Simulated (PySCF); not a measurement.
**BH3 (borane): MP2/cc-pV(D+d)Z**

What is the vertical singlet–triplet gap of BH3 (borane) at MP2/cc-pV(D+d)Z? Input form: a Python script.

Program for the calculation: PySCF 2.14.0.

## (1) The system as given

BH3: 4 atoms, total charge 0, spin state singlet. As SMILES, `B`. The coordinates come from a PBE0-D4/def2-TZVP relaxation.

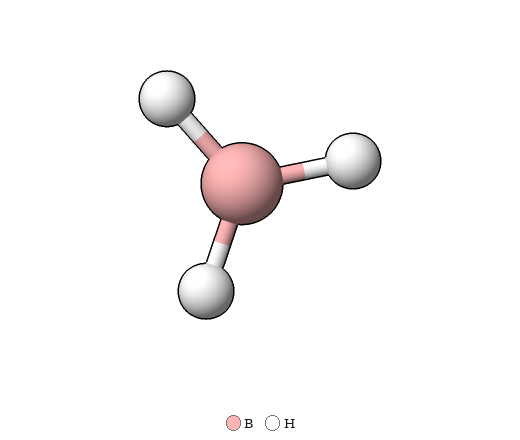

Viewed from a chosen angle; boron pink, hydrogen white.

## (2) The energy at MP2/cc-pV(D+d)Z

Contents of calc.py:

```python
from pyscf import gto, mp

molecule = gto.M(
    atom=[
    ('B', (0.013900, -0.015100, -0.005100)),
    ('H', (0.982200, 0.381700, 0.568800)),
    ('H', (-0.276200, -1.171800, 0.043000)),
    ('H', (-0.664400, 0.744900, -0.626900)),
],
    verbose=4,
    basis='cc-pv(d+d)z',
    max_memory=1860,
)

mf = molecule.RHF()
mf.conv_tol = 1e-10
mf.kernel()
if not mf.converged:
    mf = mf.newton().run(mf.mo_coeff, mf.mo_occ)

pt = mp.MP2(mf, frozen=1).run()
e_tot = pt.e_tot
print('E(%s) = %.9f' % ('MP2', e_tot))
```

The run is started by

```
$ OMP_NUM_THREADS=1 python calc.py
```

Log:

```text
PySCF version 2.14.0

[INPUT] num. atoms = 4
[INPUT] num. electrons = 8
[INPUT] charge = 0
[INPUT] spin (= nelec alpha-beta = 2S) = 0
[INPUT] symmetry False subgroup None
[INPUT] Mole.unit = angstrom
[INPUT] Symbol           X                Y                Z      unit          X                Y                Z       unit  Magmom
[INPUT]  1 B      0.013900000000  -0.015100000000  -0.005100000000 AA    0.026267193131  -0.028534864481  -0.009637603235 Bohr   0.0
[INPUT]  2 H      0.982200000000   0.381700000000   0.568800000000 AA    1.856088999548   0.721308461746   1.074876219653 Bohr   0.0
[INPUT]  3 H     -0.276200000000  -1.171800000000   0.043000000000 AA   -0.521942355605  -2.214381072765   0.081258223356 Bohr   0.0
[INPUT]  4 H     -0.664400000000   0.744900000000  -0.626900000000 AA   -1.255534037161   1.407656990189  -1.184669307490 Bohr   0.0

nuclear repulsion = 7.41883823828152
number of shells = 9
number of NR pGTOs = 47
number of NR cGTOs = 29
basis = cc-pv(d+d)z
ecp = {}

******** <class 'pyscf.scf.hf.RHF'> ********
method = RHF
initial guess = minao
damping factor = 0
level_shift factor = 0
DIIS = <class 'pyscf.scf.diis.CDIIS'>
diis_start_cycle = 1
diis_space = 8
diis_damp = 0
SCF conv_tol = 1e-10
SCF conv_tol_grad = None
SCF max_cycles = 50
direct_scf = True
direct_scf_tol = 1e-13
Set gradient conv threshold to 1e-05
Initial guess from minao.
init E= -26.1145710487664
  HOMO = -0.378058952110282  LUMO = -0.0202591927811762  gap/eV = 9.73623
cycle= 1 E= -26.3749453345761  delta_E= -0.26  |g|= 0.183  |ddm|= 2.85
  HOMO = -0.511666486848976  LUMO = 0.0487423675658016  gap/eV = 15.24950
cycle= 2 E= -26.38990603447  delta_E= -0.015  |g|= 0.0416  |ddm|= 0.494
  HOMO = -0.491957382740632  LUMO = 0.0725730868193799  gap/eV = 15.36166
cycle= 3 E= -26.3907349212674  delta_E= -0.000829  |g|= 0.00801  |ddm|= 0.163
  HOMO = -0.495731539083859  LUMO = 0.069402554634777  gap/eV = 15.37808
cycle= 4 E= -26.3907727127975  delta_E= -3.78e-05  |g|= 0.00069  |ddm|= 0.0326
  HOMO = -0.495791329305427  LUMO = 0.0693649763796875  gap/eV = 15.37869
cycle= 5 E= -26.390773034825  delta_E= -3.22e-07  |g|= 8.37e-05  |ddm|= 0.00394
  HOMO = -0.495789400081404  LUMO = 0.06937836827721  gap/eV = 15.37900
cycle= 6 E= -26.3907730401807  delta_E= -5.36e-09  |g|= 1.13e-05  |ddm|= 0.000513
  HOMO = -0.495786862422274  LUMO = 0.0693785649956773  gap/eV = 15.37893
cycle= 7 E= -26.3907730402842  delta_E= -1.03e-10  |g|= 6.5e-07  |ddm|= 8.65e-05
  HOMO = -0.495787015326353  LUMO = 0.0693786880876037  gap/eV = 15.37894
cycle= 8 E= -26.3907730402845  delta_E= -2.91e-13  |g|= 3.5e-08  |ddm|= 4.7e-06
  HOMO = -0.495786983037388  LUMO = 0.0693786838583561  gap/eV = 15.37894
Extra cycle  E= -26.3907730402845  delta_E=    0  |g|= 6.67e-09  |ddm|= 2.21e-07
converged SCF energy = -26.3907730402845

******** <class 'pyscf.mp.mp2.RMP2'> ********
nocc = 3, nmo = 28
frozen orbitals 1
E(RMP2) = -26.4828450925065  E_corr = -0.0920720522220417
E(SCS-RMP2) = -26.4932001665852  E_corr = -0.102427126300659
E_corr(same-spin) = -0.00929923426822071
E_corr(oppo-spin) = -0.0827728179538209
E(MP2) = -26.482845093
```

Run time: 0.93 s. Hardware: 1 thread of Arm Neoverse V1, shared host; peak memory 0.12 GiB.

## (3) The triplet at the same level

Contents of input.py:

```python
from pyscf import gto, mp

mol = gto.M(
    atom='B 0.013900 -0.015100 -0.005100; H 0.982200 0.381700 0.568800; H -0.276200 -1.171800 0.043000; H -0.664400 0.744900 -0.626900',
    spin=2,
    verbose=4,
    max_memory=1860,
    charge=0,
    basis='cc-pv(d+d)z',
)

hf = mol.UHF()
hf.conv_tol = 1e-10
hf.kernel()
if not hf.converged:
    hf = hf.newton().run(hf.mo_coeff, hf.mo_occ)

pt = mp.MP2(hf, frozen=1).run()
energy = pt.e_tot
print('Final energy', energy)
```

The run is started by

```
$ OMP_NUM_THREADS=1 python input.py
```

Log:

```text
PySCF version 2.14.0

[INPUT] num. atoms = 4
[INPUT] num. electrons = 8
[INPUT] charge = 0
[INPUT] spin (= nelec alpha-beta = 2S) = 2
[INPUT] symmetry False subgroup None
[INPUT] Mole.unit = angstrom
[INPUT] Symbol           X                Y                Z      unit          X                Y                Z       unit  Magmom
[INPUT]  1 B      0.013900000000  -0.015100000000  -0.005100000000 AA    0.026267193131  -0.028534864481  -0.009637603235 Bohr   0.0
[INPUT]  2 H      0.982200000000   0.381700000000   0.568800000000 AA    1.856088999548   0.721308461746   1.074876219653 Bohr   0.0
[INPUT]  3 H     -0.276200000000  -1.171800000000   0.043000000000 AA   -0.521942355605  -2.214381072765   0.081258223356 Bohr   0.0
[INPUT]  4 H     -0.664400000000   0.744900000000  -0.626900000000 AA   -1.255534037161   1.407656990189  -1.184669307490 Bohr   0.0

nuclear repulsion = 7.41883823828152
number of shells = 9
number of NR pGTOs = 47
number of NR cGTOs = 29
basis = cc-pv(d+d)z
ecp = {}

******** <class 'pyscf.scf.uhf.UHF'> ********
method = UHF
initial guess = minao
damping factor = 0
level_shift factor = 0
DIIS = <class 'pyscf.scf.diis.CDIIS'>
diis_start_cycle = 1
diis_space = 8
diis_damp = 0
SCF conv_tol = 1e-10
SCF conv_tol_grad = None
SCF max_cycles = 50
direct_scf = True
direct_scf_tol = 1e-13
number electrons alpha = 5  beta = 3
Set gradient conv threshold to 1e-05
init E= -26.1145710487664
[... the frontier-level lines of each cycle are left out ...]



cycle= 1 E= -26.1614000447536  delta_E= -0.0468  |g|= 0.164  |ddm|= 2.09
cycle= 2 E= -26.1893334232428  delta_E= -0.0279  |g|= 0.0503  |ddm|= 0.501
cycle= 3 E= -26.1923159857554  delta_E= -0.00298  |g|= 0.0173  |ddm|= 0.206
cycle= 4 E= -26.1928124757123  delta_E= -0.000496  |g|= 0.00628  |ddm|= 0.0818
cycle= 5 E= -26.1929010804461  delta_E= -8.86e-05  |g|= 0.00232  |ddm|= 0.0363
cycle= 6 E= -26.1929200131589  delta_E= -1.89e-05  |g|= 0.00153  |ddm|= 0.0126
cycle= 7 E= -26.1929346476432  delta_E= -1.46e-05  |g|= 0.00134  |ddm|= 0.0106
cycle= 8 E= -26.1929440814414  delta_E= -9.43e-06  |g|= 0.00135  |ddm|= 0.00662
cycle= 9 E= -26.1929212223059  delta_E= 2.29e-05  |g|= 0.00126  |ddm|= 0.0165
cycle= 10 E= -26.1928496491724  delta_E= 7.16e-05  |g|= 0.000778  |ddm|= 0.0757
cycle= 11 E= -26.1928360060629  delta_E= 1.36e-05  |g|= 0.000416  |ddm|= 0.0357
cycle= 12 E= -26.1928338899519  delta_E= 2.12e-06  |g|= 0.000104  |ddm|= 0.0208
cycle= 13 E= -26.1928339028686  delta_E= -1.29e-08  |g|= 1.73e-05  |ddm|= 0.00154
cycle= 14 E= -26.1928339022425  delta_E= 6.26e-10  |g|= 9.28e-06  |ddm|= 0.000488
cycle= 15 E= -26.1928339023636  delta_E= -1.21e-10  |g|= 2.28e-06  |ddm|= 6.59e-05
cycle= 16 E= -26.1928339023747  delta_E= -1.11e-11  |g|= 7.37e-07  |ddm|= 4.87e-05
Extra cycle  E= -26.1928339023758  delta_E= -1.11e-12  |g|= 4.76e-07  |ddm|= 2.53e-06
converged SCF energy = -26.1928339023758  <S^2> = 2.0248639  2S+1 = 3.0165304

******** <class 'pyscf.mp.ump2.UMP2'> ********
nocc = (np.int64(4), np.int64(2)), nmo = (28, 28)
frozen orbitals 1
E(UMP2) = -26.2806399860172  E_corr = -0.087806083641368
E(SCS-UMP2) = -26.2852471967591  E_corr = -0.0924132943833177
E_corr(same-spin) = -0.0149469299842199
E_corr(oppo-spin) = -0.0728591536571482
Final energy -26.28063998601717
```

Run time: 0.97 s. Hardware: 1 thread of Arm Neoverse V1, shared host; peak memory 0.12 GiB.

## (4) Outcome

Level: MP2/cc-pV(D+d)Z, 1 core orbital frozen.

```
                                                           quantity         value
                                              singlet: total energy  -26.48285 Eh
                      singlet: dipole moment (Hartree–Fock density)        0.00 D
                       singlet: HOMO energy (Hartree–Fock orbitals)     -13.49 eV
                       singlet: LUMO energy (Hartree–Fock orbitals)       1.89 eV
                     singlet: HOMO–LUMO gap (Hartree–Fock orbitals)      15.38 eV
                singlet: correlation energy (1 core orbital frozen)     -92.1 mEh
                                              triplet: total energy  -26.28064 Eh
                      triplet: dipole moment (Hartree–Fock density)        1.08 D
triplet: HOMO energy (Hartree–Fock orbitals) (highest over α and β)      -7.83 eV
 triplet: LUMO energy (Hartree–Fock orbitals) (lowest over α and β)      -2.93 eV
                triplet: correlation energy (1 core orbital frozen)     -87.8 mEh
                         triplet: ⟨S²⟩ of the reference determinant         2.025
                   vertical energy of the triplet above the singlet      5.502 eV
```

**Reading.** At this shape the triplet lies 5.50 eV (127 kcal/mol) above the singlet. Mulliken charges (singlet) of the mean-field density run from -0.05 on H2 to +0.16 on B1; they depend strongly on the basis.
